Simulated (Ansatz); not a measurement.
# Work function of Cu(100): what the settings cost and change

How far do cutoff, k-mesh and smearing move the work function of Cu(100)?

Program: Ansatz 0.2.0. Level of theory: plane-wave DFT, PBE, Ansatz PAW. Results are calculated unless marked as measured.

Experimental background.

“Anisotropic work function of elemental crystals” (2019, arxiv:1902.07811) quotes from earlier work for Cu (clean (100) face, a compiled value): work function (clean (100) face, a compiled value) 4.73 eV.

This is a report of a sequence of runs, with most program output left out.

## Step 1: Set-up

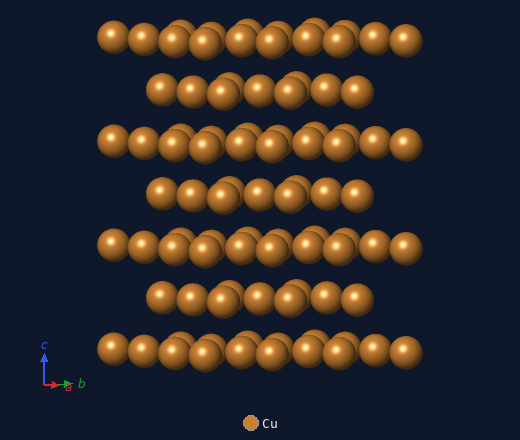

The starting structure, seen from the side, with the c axis up (copper orange). 3×3×1 cells are drawn. Some periodic images of atoms are drawn too.

The cell holds 7 atoms: 7 Cu. Cell: a = 2.553 Å, b = 2.553 Å, c = 28.830 Å, α = 90.0°, β = 90.0°, γ = 90.0°. Vacuum lies along c.

## Step 2: Run, setting cutoff 200 eV

A work function rests on the faint tail of the density, so the SCF threshold is tight. The cutoff is raised first; then mesh and smearing are varied at the default cutoff.

The input, input.yaml:

```yaml
crystal:
  lattice:
    - [2.5526554801, 0.0, 0.0]
    - [0.0, 2.5526554801, 0.0]
    - [0.0, 0.0, 28.83]
  atoms:
    - { symbol: Cu, position: [0.0, 0.0, 0.3121748179] }
    - { symbol: Cu, position: [0.5, 0.5, 0.3747832119] }
    - { symbol: Cu, position: [0.0, 0.0, 0.437391606] }
    - { symbol: Cu, position: [0.5, 0.5, 0.5] }
    - { symbol: Cu, position: [0.0, 0.0, 0.562608394] }
    - { symbol: Cu, position: [0.5, 0.5, 0.6252167881] }
    - { symbol: Cu, position: [0.0, 0.0, 0.6878251821] }
kpoints:
  mp_grid: { grid: [16, 16, 1] }
hamiltonian:
  xc: pbe
scf:
  occupations: { method: fermi_dirac, width: 0.1 }
  convergence: { dr2_threshold: 1.0e-09 }
efield:
  axis: 3
  dipole_correction: true
  ramp_position: 0.97
  ramp_width: 0.06
basis:
  ecutwfc: "200 eV"
output:
  write_potential: true
  write_density: true
  volumetric_format: npy
  elf: true
```

The run is started by

```
> ansatz run input.yaml --threads 2 --pin off --max-ram 3072MiB --backend cpu --events-out ev --progress --plain --runs-dir out
```

Run time: 22 s. Hardware: 2 threads of Intel Xeon 6975P-C (Granite Rapids), shared host; peak memory 0.54 GiB; 43 s of CPU time.

This step gave:

| Item | Value |
| --- | --- |
| energy at zero smearing | -46268.1372 eV |
| work function, upper face | 5.217 eV |

Running mean over 1.805 Å of the planar mean; the ramp of the sawtooth is left out. The electron's electrostatic potential energy less the Fermi level by z:

| z (Å) | electron's electrostatic potential energy less the Fermi level (eV) |
| --- | --- |
| 4 | 5.03 |
| 6 | 4.67 |
| 8 | -1.23 |
| 10 | -7.77 |
| 12 | -7.78 |
| 14 | -7.79 |
| 16 | -7.78 |
| 18 | -7.81 |
| 20 | -7.15 |
| 22 | 4.22 |
| 24 | 4.91 |

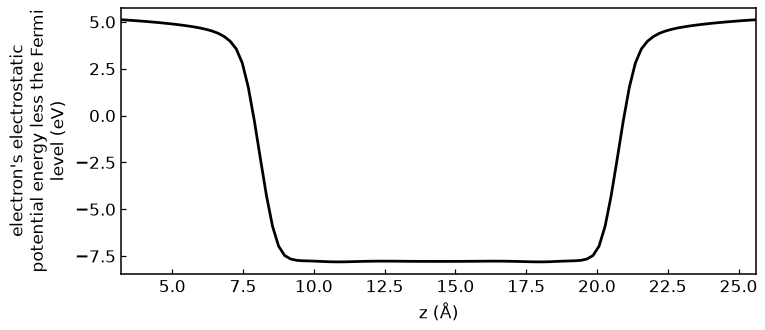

Electron's electrostatic potential energy less the Fermi level, plotted against z.

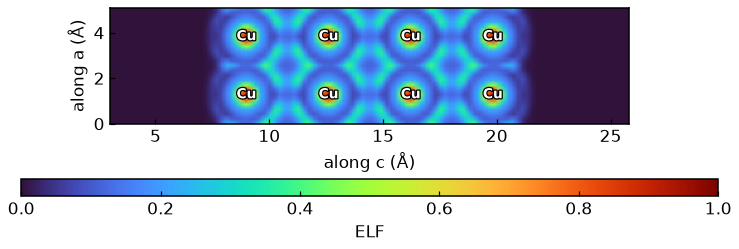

ELF in the ca plane at fractional y = 0.000, with atoms of Cu within 0.2 Å of it. It is the smooth field of the valence electrons, not physical close to the nuclei. The map starts off the cell's origin, so that atoms lie inside it. The far vacuum is left out of the map.

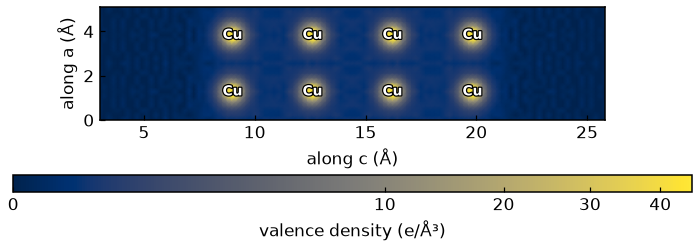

Valence density in the ca plane at fractional y = 0.000, with atoms of Cu within 0.2 Å of it. It is the smooth field of the valence electrons, not physical close to the nuclei. The map starts off the cell's origin, so that atoms lie inside it. The colour scale is stretched toward low values. The far vacuum is left out of the map.

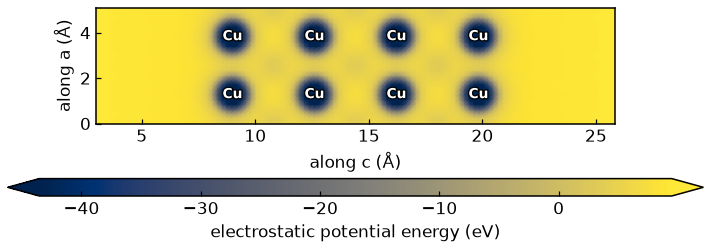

Electrostatic potential energy in the ca plane at fractional y = 0.000, with atoms of Cu within 0.2 Å of it. With pseudopotentials it is smooth inside the atoms' cores, unlike the true potential. The map starts off the cell's origin, so that atoms lie inside it. The far vacuum is left out of the map.

The work function is 5.217 eV. The program marks this work function as in doubt.

## Step 3: Slab

input.yaml: that of step 2 with these lines changed.

```diff
@@ -26,3 +26,3 @@
 basis:
-  ecutwfc: "200 eV"
+  ecutwfc: "300 eV"
 output:
@@ -31,2 +31 @@
   volumetric_format: npy
-  elf: true
```

The job ended after 42 s (2 threads; peak memory 0.71 GiB).

The work function is 4.542 eV, -0.675 eV from the run “cutoff 200 eV”, at 1.9 times its CPU time.

## Step 4: Run

input.yaml: that of step 3 with these lines changed.

```diff
@@ -26,3 +26,3 @@
 basis:
-  ecutwfc: "300 eV"
+  ecutwfc: "420 eV"
 output:
```

Wall time 56 s (2 threads); peak memory 0.96 GiB; 1.8 min of CPU time.

The work function is 4.541 eV, -0.677 eV from the run “cutoff 200 eV”, at 2.5 times its CPU time.

## Step 5: Slab

input.yaml: that of step 4 with these lines changed.

```diff
@@ -26,3 +26,3 @@
 basis:
-  ecutwfc: "420 eV"
+  ecutwfc: "600 eV"
 output:
```

Wall time 91 s (2 threads); peak memory 1.4 GiB; 3 min of CPU time.

The work function is 4.540 eV, -0.000 eV from the run “cutoff 420 eV”, at 1.6 times its CPU time.

## Step 6: Run

input.yaml: that of step 5 with these lines changed.

```diff
@@ -14,3 +14,3 @@
 kpoints:
-  mp_grid: { grid: [16, 16, 1] }
+  mp_grid: { grid: [3, 3, 1] }
 hamiltonian:
@@ -25,4 +25,2 @@
   ramp_width: 0.06
-basis:
-  ecutwfc: "600 eV"
 output:
```

The job ended after 5.6 s (2 threads; peak memory 0.47 GiB; 9.3 s of CPU time).

The work function is 4.522 eV, -0.018 eV from the run “cutoff 420 eV”, at 0.085 times its CPU time.

## Step 7: Slab

input.yaml: that of step 6 with these lines changed.

```diff
@@ -14,3 +14,3 @@
 kpoints:
-  mp_grid: { grid: [3, 3, 1] }
+  mp_grid: { grid: [5, 5, 1] }
 hamiltonian:
```

It took 9.4 s on 2 threads; peak memory 0.51 GiB.

The work function is 4.461 eV, -0.080 eV from the run “cutoff 420 eV”, at 0.15 times its CPU time.

## Step 8: Slab

input.yaml: that of step 7 with these lines changed.

```diff
@@ -14,3 +14,3 @@
 kpoints:
-  mp_grid: { grid: [5, 5, 1] }
+  mp_grid: { grid: [11, 11, 1] }
 hamiltonian:
```

It took 30 s on 2 threads; peak memory 0.66 GiB; 58 s of CPU time.

The work function is 4.539 eV, -0.002 eV from the run “cutoff 420 eV”, at 0.53 times its CPU time.

## Step 9: Run

input.yaml: that of step 8 with these lines changed.

```diff
@@ -14,3 +14,3 @@
 kpoints:
-  mp_grid: { grid: [11, 11, 1] }
+  mp_grid: { grid: [24, 24, 1] }
 hamiltonian:
```

Wall time 2.1 min (2 threads); peak memory 1.5 GiB.

The work function is 4.552 eV, +0.012 eV from the run “cutoff 420 eV”, at 2.2 times its CPU time.

## Step 10: Slab

input.yaml: that of step 9 with these lines changed.

```diff
@@ -14,3 +14,3 @@
 kpoints:
-  mp_grid: { grid: [24, 24, 1] }
+  mp_grid: { grid: [16, 16, 1] }
 hamiltonian:
@@ -18,3 +18,3 @@
 scf:
-  occupations: { method: fermi_dirac, width: 0.1 }
+  occupations: { method: gaussian, width: 0.05 }
   convergence: { dr2_threshold: 1.0e-09 }
```

The job ended after 55 s (2 threads; peak memory 0.96 GiB).

The work function is 4.470 eV, -0.070 eV from the run “cutoff 420 eV”, at 0.98 times its CPU time.

## Step 11: Run

input.yaml: that of step 10 with these lines changed.

```diff
@@ -18,3 +18,3 @@
 scf:
-  occupations: { method: gaussian, width: 0.05 }
+  occupations: { method: methfessel_paxton, width: 0.2 }
   convergence: { dr2_threshold: 1.0e-09 }
```

Elapsed: 57 s, on 2 threads; peak memory 0.95 GiB.

The work function is 4.508 eV, -0.032 eV from the run “cutoff 420 eV”, at 1.0 times its CPU time.

## Step 12: Slab

input.yaml: that of step 11 with these lines changed.

```diff
@@ -18,3 +18,3 @@
 scf:
-  occupations: { method: methfessel_paxton, width: 0.2 }
+  occupations: { method: fermi_dirac, width: 0.3 }
   convergence: { dr2_threshold: 1.0e-09 }
```

Elapsed: 67 s, on 2 threads; peak memory 1 GiB; 2.2 min of CPU time.

The work function is 4.592 eV, +0.051 eV from the run “cutoff 420 eV”, at 1.2 times its CPU time.

## Step 13: Run

input.yaml: that of step 12 with these lines changed.

```diff
@@ -18,3 +18,3 @@
 scf:
-  occupations: { method: fermi_dirac, width: 0.3 }
+  occupations: { method: cold, width: 0.1 }
   convergence: { dr2_threshold: 1.0e-09 }
```

Run time: 53 s. Hardware: 2 threads; peak memory 0.96 GiB; 1.7 min of CPU time.

The work function is 4.479 eV, -0.062 eV from the run “cutoff 420 eV”, at 0.95 times its CPU time.

## Step 14: Side by side

Times are for 2 threads of Intel Xeon 6975P-C (Granite Rapids), shared host. The runs compared:

```
no.                            setting  work function, upper face (eV)     time  memory (GiB)
  1                      cutoff 200 eV                           5.217     22 s          0.54
  2                      cutoff 300 eV                           4.542     42 s          0.71
  3                      cutoff 420 eV                           4.541     56 s          0.96
  4                      cutoff 600 eV                           4.540     91 s           1.4
  5                           mesh 3x3                           4.522    5.6 s          0.47
  6                           mesh 5x5                           4.461    9.4 s          0.51
  7                         mesh 11x11                           4.539     30 s          0.66
  8                         mesh 24x24                           4.552  2.1 min           1.5
  9          Gaussian smearing 0.05 eV                           4.470     55 s          0.96
 10  methfessel_paxton smearing 0.2 eV                           4.508     57 s          0.95
 11        fermi_dirac smearing 0.3 eV                           4.592     67 s           1.0
 12               cold smearing 0.1 eV                           4.479     53 s          0.96
```

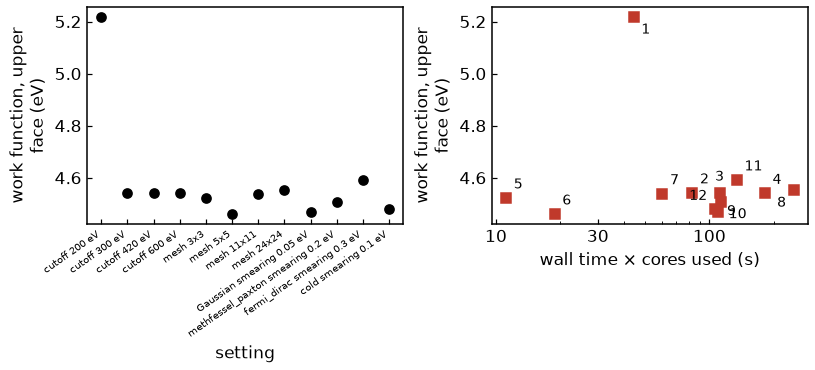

The series as plots; the last panel sets the first result against cost, with the runs numbered as in the table.

## Step 15: A changed input

An input spoilt on purpose, to show how the run answers: it repeats the earlier run “cutoff 200 eV” with kpoints.mp_grid.grid from [16, 16, 1] to [0, 16, 1], and scf.max_iter set to 60; its output block differs too.

input.yaml: that of step 13 with these lines changed.

```diff
@@ -14,3 +14,3 @@
 kpoints:
-  mp_grid: { grid: [16, 16, 1] }
+  mp_grid: { grid: [0, 16, 1] }
 hamiltonian:
@@ -18,4 +18,5 @@
 scf:
-  occupations: { method: cold, width: 0.1 }
+  occupations: { method: fermi_dirac, width: 0.1 }
   convergence: { dr2_threshold: 1.0e-09 }
+  max_iter: 60
 efield:
@@ -25,2 +26,4 @@
   ramp_width: 0.06
+basis:
+  ecutwfc: "200 eV"
 output:
```

The job ended after 0.07 s (2 threads; peak memory 0.09 GiB).

The program refused the input before any cycle.

The program's message: “Error: invalid value for `kpoints.mp_grid.grid`: each dimension must be in 1..=255”

The fault put into the input: a zero in the mesh.

## Step 16: Summary of results

| Quantity | Value |
| --- | --- |
| work function, cutoff 200 eV | 5.217 eV |
| work function, cutoff 420 eV | 4.541 eV |
| work function, cutoff 600 eV | 4.540 eV |
| work function, mesh 5x5 | 4.461 eV |

In words: The run at the highest cutoff gives 4.54 eV, and the settings tried spread the value from 4.46 to 5.22 eV. Against 600 eV, a cutoff of 200 eV is off by +0.677 eV. Against 600 eV, a cutoff of 420 eV is off by +0.000 eV. Against the finest mesh, 24 points along a, the coarser ones are off by -0.03 (3), -0.09 (5) and -0.01 (11) eV. The smearing schemes and widths spread it over 0.12 eV. The program marks the value as in doubt in “cutoff 200 eV”. The ladder's slabs use the tabulated experimental lattice constant (two decimals; a low-temperature value for the alkali metals). In 2 runs of the series (cutoff 200 eV and cutoff 300 eV) the program warns that electrons reach the sawtooth's ramp, which makes dipole and work function less sure.

Computed beside measured:

| quantity | measured | cutoff 600 eV |
| --- | --- | --- |
| work function (clean (100) face, a compiled value) (eV) | 4.73 | 4.54 (-0.19 eV) |

Measured values from arxiv:1902.07811 (2019).

How well it matches: The work function is off by -0.19 eV: fair agreement. The grades are ours: good and fair within 3 and 7 % for the work function. No cell relaxation is part of this session.

[Logs are printed without paths, hosts, clocks, repeated set-up lines and the standing remarks that a program may print on its own settings, such as how far it seeks lower states.]

[Hosts, paths, dates, database ids (printed as entryN), source tags and the programs' standing remarks are cut or masked in the printed files.]

[Maps of the electrostatic potential energy from Ansatz leave out the sawtooth potential of an applied field or a dipole correction, so their vacuum need not be flat; planar profiles and work functions include it.]
